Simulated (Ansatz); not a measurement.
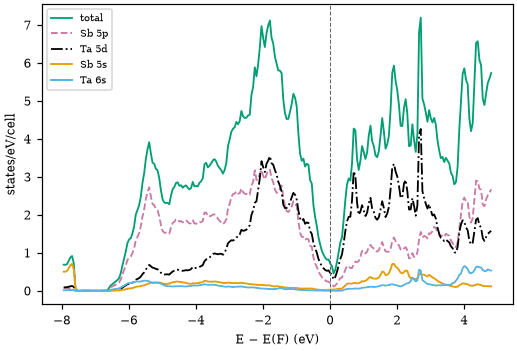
Total and projected density of states of TaSb$_{2}$ in space group C2/m (No. 12; Ta on 4i, Sb on 4i, Sb on 4i), the program Ansatz at the LDA level (PAW)

Question: Which orbitals carry the states next to the Fermi level?

Answer: Within 0.5 eV of the Fermi level: Ta 5d 63 %, Sb 5p 30 %. Projections are on Löwdin-orthogonalised atomic valence shells; empty p or d shells of many metals are not among them.

Question: Where is the tallest occupied peak in this window, and what makes it?

Answer: Near -1.8 eV, about 7.1 states/eV per cell; the largest projected share is Ta 5d.

The workflow started from a Materials Project entry (that database holds measured and hypothetical structures alike); the Crystallography Open Database copy checked does not list it. Whether it is the stable phase at ambient conditions was not checked. The LDA relaxation kept the symmetry of its start; its stability against distortions is not shown here. No spin polarisation was allowed. Scalar-relativistic: spin–orbit coupling is off unless named, which matters more the heavier the elements.

Potentials: the later of the program's two PAW sets.
